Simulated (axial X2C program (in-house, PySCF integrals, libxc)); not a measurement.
# A two-component session on TeTc: properties at the nuclei

Wanted for TeTc: properties at the nuclei, at the two-component level.

Computed with an in-house X2C program for linear molecules on PySCF integrals. Level: two-component X2C with atomic mean-field terms, Te dyall-cv3z, Tc dyall-cv3z.

All values are calculated.

### Step 1. The job

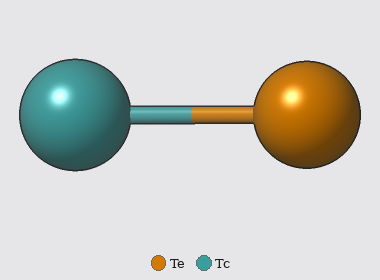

The two atoms at 2.480 Å (tellurium orange, technetium teal).

Input file task.json:

```json
{"zs": [52, 43], "q": 0, "bas": ["dyall-cv3z", "dyall-cv3z"], "r0": 2.48, "levels": ["PBE0", "HF", "PBE", "BHandHLYP", "PBE50"], "nst": 3}
```

Keys: zs atomic numbers; q charge; bas basis sets; r0 starting distance in Å; levels methods (HF also brings MP2); nst determinants followed.

Run with:

```bash
> python soeom.py task.json out
```

Nuclei are Gaussian, cores are contracted, and the Gaunt term is on.

### Step 2. Expectation values, lowest determinant

R = 2.465 Å. State: Ω = 5/2 (excess of +ω over −ω: ω = 5/2).

Output of the PBE0 run:

```text
two-component X2C + atomic mean field  PBE0
basis functions 274  fitting functions 1301  grid points 5803
iter        total energy     max residual
   1     -11073.280499104     3.25e+00
   2     -11074.004619887     6.52e-03
   3     -11074.003692037     8.67e-03
   4     -11074.005542401     2.31e-03
   5     -11074.005706217     1.61e-03
   6     -11074.005819402     1.60e-04
   7     -11074.005820271     8.42e-05
   8     -11074.005820389     8.81e-06
   9     -11074.005820404     3.70e-06
  10     -11074.005820407     2.28e-06
  11     -11074.005820407     5.89e-07
converged
one-electron -16178.10632287  Coulomb 4936.84721944  exact exchange -75.52420206  xc functional -231.13041796  nuclear repulsion 480.01632601  atomic mean-field constant -6.10842297
```

The highest occupied spinor is 71% Te p, 13% Tc p, 12% Tc d.

```csv
level,Eeff magnitude (GV/cm),Ws magnitude Te (kHz),A∥/gI Te (MHz),qzz Te (a.u.),A∥/gI Tc (MHz),qzz Tc (a.u.),μ (D)
PBE0,2.25,0.232,-86.4,2.05,389,-0.84,4.64
HF,2.11,0.041,2.51,5.01,410,-0.59,4.89
PBE,2.08,0.258,-123,1.82,457,-0.99,3.69
BHandHLYP,2.14,0.203,-35.8,2.29,320,-0.75,5.34
PBE50,2.36,0.195,-47.3,2.53,344,-0.70,5.57
```

Eeff is the effective electric field on the electron dipole moment in this Ω state and Ws the scalar–pseudoscalar constant (defined with the proton number Z and per Ω); A∥ is the parallel hyperfine constant, which follows by multiplying with the nuclear g factor gI = μI/(I μN); qzz is the electric field gradient, eQq0 = 234.96 MHz × Q/barn × qzz; μ is positive if Tc is the positive end. The operators were transformed with the bare-nucleus X2C matrices.

### Step 3. Expectation values, a higher determinant

R = 2.465 Å. State: Ω = 1/2 (excess of +ω over −ω: ω = -1/2, ω = -3/2, ω = 5/2), 0.71 eV above the lowest in the PBE0 search for states (made at or near this distance, with looser thresholds).

Output of the PBE0 run:

```text
two-component X2C + atomic mean field  PBE0
basis functions 274  fitting functions 1301  grid points 5803
iter        total energy     max residual
   1     -11073.246048189     3.12e+00
   2     -11073.978149462     6.37e-03
   3     -11073.977244798     8.68e-03
   4     -11073.979217193     1.54e-03
   5     -11073.979284355     1.09e-03
   6     -11073.979342499     1.28e-04
   7     -11073.979343206     7.24e-05
   8     -11073.979343294     1.26e-05
   9     -11073.979343327     4.22e-06
  10     -11073.979343332     1.40e-06
  11     -11073.979343332     6.83e-07
converged
one-electron -16177.65323540  Coulomb 4936.38681335  exact exchange -75.51669359  xc functional -231.10413074  nuclear repulsion 480.01632601  atomic mean-field constant -6.10842297
```

The highest occupied spinor is 53% Tc d, 31% Tc s, 14% Te p.

```csv
level,Eeff magnitude (GV/cm),Ws magnitude Te (kHz),A∥/gI Te (MHz),qzz Te (a.u.),A∥/gI Tc (MHz),qzz Tc (a.u.),μ (D)
PBE0,1.82,1.79,-1630,-1.19,-303,-1.92,3.17
HF,5.89,3.57,-1660,-2.25,-1560,-2.73,4.75
PBE,1.07,1.34,-1570,-1.00,-337,-1.57,2.27
BHandHLYP,2.7,1.74,-1720,-1.46,-914,-2.17,3.66
PBE50,2.61,2.2,-1660,-1.59,-460,-2.35,3.97
```

### Step 4. Expectation values, a higher determinant

R = 2.465 Å. State: Ω = 3/2 (excess of +ω over −ω: ω = 1/2, ω = -3/2, ω = 5/2), 0.82 eV above the lowest in the PBE0 search for states (made at or near this distance, with looser thresholds).

Output of the PBE0 run:

```text
two-component X2C + atomic mean field  PBE0
basis functions 274  fitting functions 1301  grid points 5803
iter        total energy     max residual
   1     -11073.251915480     3.13e+00
   2     -11073.974160952     6.51e-03
   3     -11073.973361707     8.69e-03
   4     -11073.975218658     1.64e-03
   5     -11073.975257636     1.36e-03
   6     -11073.975335699     1.66e-04
   7     -11073.975336722     7.87e-05
   8     -11073.975336919     2.70e-05
   9     -11073.975337065     1.02e-05
  10     -11073.975337090     3.27e-06
  11     -11073.975337092     1.30e-06
converged
one-electron -16179.04617537  Coulomb 4937.81401185  exact exchange -75.52238153  xc functional -231.12869508  nuclear repulsion 480.01632601  atomic mean-field constant -6.10842297
```

The highest occupied spinor is 65% Tc d, 25% Te p, 5% Tc p.

```csv
level,Eeff magnitude (GV/cm),Ws magnitude Te (kHz),A∥/gI Te (MHz),qzz Te (a.u.),A∥/gI Tc (MHz),qzz Tc (a.u.),μ (D)
PBE0,2.26,0.791,-312,-0.55,719,-1.42,3.75
HF,6.5,2.18,-494,-2.47,386,-2.03,5.20
PBE,1.23,0.489,-156,0.13,776,-1.33,2.99
BHandHLYP,2.93,0.995,-434,-1.31,604,-1.63,4.23
PBE50,3.49,1.11,-410,-1.31,618,-1.66,4.44
```

### Step 5. Outcome

| quantity | value |
| --- | --- |
| lowest determinant | Ω = 5/2 (excess of +ω over −ω: ω = 5/2) |
| Eeff magnitude (GV/cm), PBE0 | 2.25 |
| Ws magnitude Te (kHz), PBE0 | 0.232 |
| A∥/gI Te (MHz), PBE0 | -86.4 |
| qzz Te (a.u.), PBE0 | 2.05 |
| higher determinant | Ω = 1/2 (excess of +ω over −ω: ω = -1/2, ω = -3/2, ω = 5/2) |
| Eeff magnitude (GV/cm), PBE0, higher determinant | 1.82 |
| Ws magnitude Te (kHz), PBE0, higher determinant | 1.79 |
| A∥/gI Te (MHz), PBE0, higher determinant | -1630 |
| qzz Te (a.u.), PBE0, higher determinant | -1.19 |
| higher determinant | Ω = 3/2 (excess of +ω over −ω: ω = 1/2, ω = -3/2, ω = 5/2) |
| Eeff magnitude (GV/cm), PBE0, higher determinant | 2.26 |
| Ws magnitude Te (kHz), PBE0, higher determinant | 0.791 |
| A∥/gI Te (MHz), PBE0, higher determinant | -312 |
| qzz Te (a.u.), PBE0, higher determinant | -0.55 |

In words: In the first state, the effective field runs from 2.08 to 2.36 GV/cm over the mean-field levels. The expectation values come from single determinants, which for open shells can mix terms of unlike spin or miss the lowest Ω, so a determinant need not be a state. Eeff is the effective electric field on the electron dipole moment in this Ω state and Ws the scalar–pseudoscalar constant (defined with the proton number Z and per Ω); A∥ is the parallel hyperfine constant, which follows by multiplying with the nuclear g factor gI = μI/(I μN); qzz is the electric field gradient, eQq0 = 234.96 MHz × Q/barn × qzz; μ is positive if Tc is the positive end. The operators were transformed with the bare-nucleus X2C matrices.
